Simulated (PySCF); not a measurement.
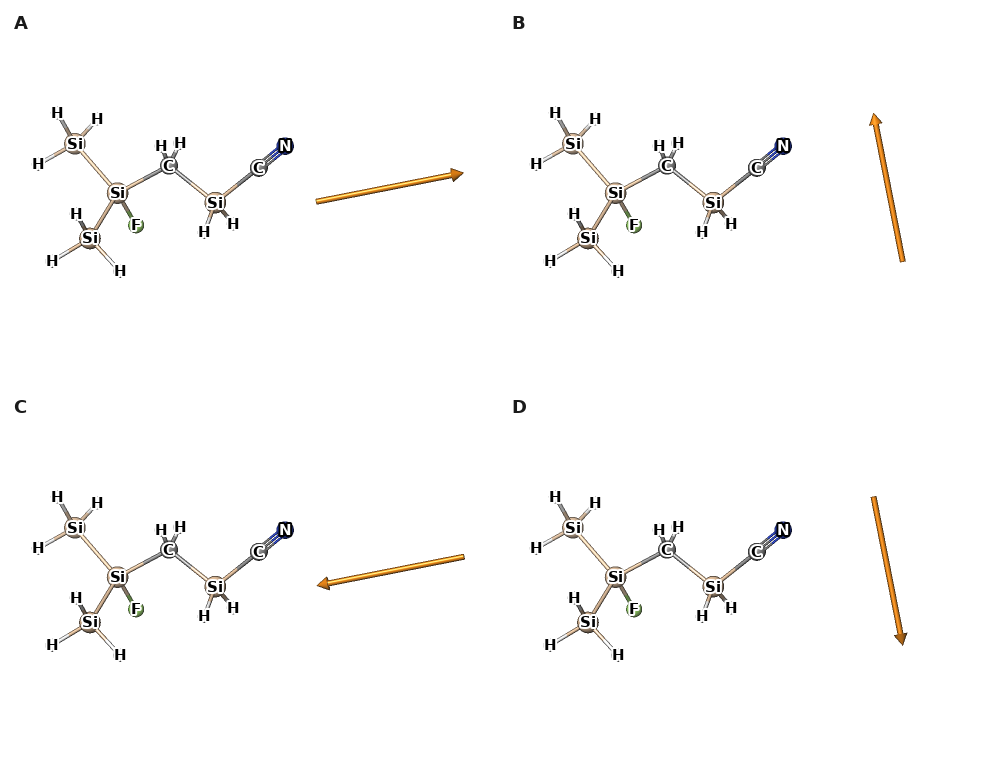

The same molecule four times, each with an arrow. The geometry was computed by an optimisation with GFN2-xTB. No frequency run is at hand to confirm it as a minimum. Properties computed with PBE0/pcSseg-1, gas phase (PySCF 2.14.0).

Which arrow points along the dipole moment, from the negative to the positive end?

C. The dipole moment is 3.68 D.

The geometry is semi-empirical. Around Si such bond lengths and angles can be off by a tenth of an ångström or more and by several degrees, and values that hang on the shape move with them.
